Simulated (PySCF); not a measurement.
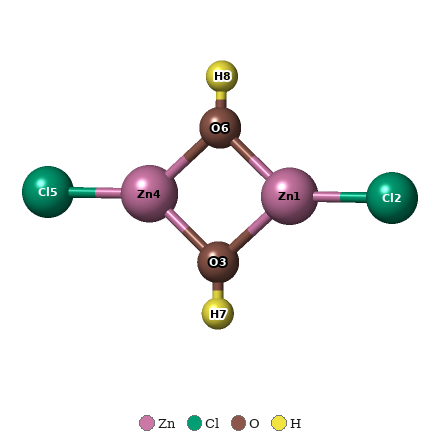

Zn₂H₂O₂Cl₂, singlet. Vertical core-electron binding energies by ΔSCF (SCAN, pcX-2 on the ionised atom (unc-x2c-TZVPall on a metal), pcseg-1 elsewhere, spin-free X2C; PySCF, at a PBE0-D3(BJ)/def2-SVP geometry (no frequency check)), gas phase, against the vacuum level. One atom of each kind was ionised; within a panel, areas follow the number of like atoms and 2j + 1 (2p levels are split by first-order spin-orbit coupling, an approximation), each panel is scaled alone, Gaussians of 0.4 eV full width. Only the regions named are shown.

Q: Predict the Zn 2p, Cl 2p and Cl 1s photoelectron lines.

A:
```
   level     atoms  binding energy (eV)
Zn 2p1/2  Zn1, Zn4               1051.3
Zn 2p3/2  Zn1, Zn4               1027.1
Cl 2p1/2  Cl2, Cl5                206.8
Cl 2p3/2  Cl2, Cl5                205.2
   Cl 1s  Cl2, Cl5               2827.8
```

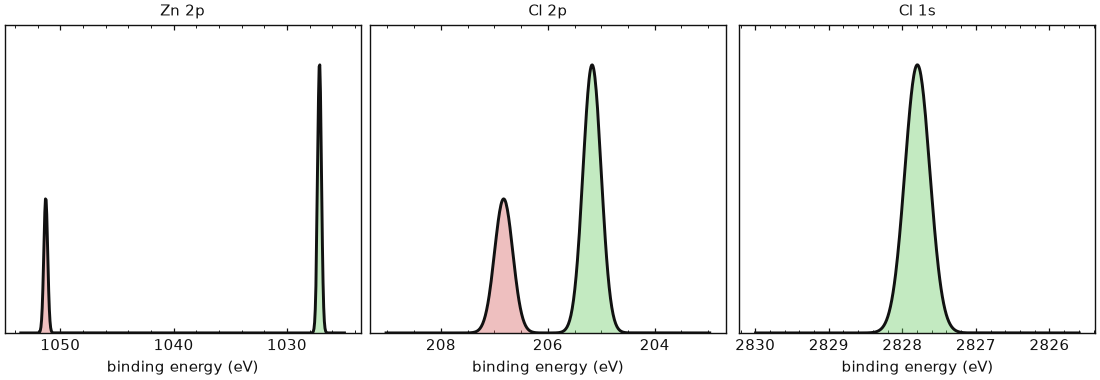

Caveats: metal 2p levels are good to about 1 eV.
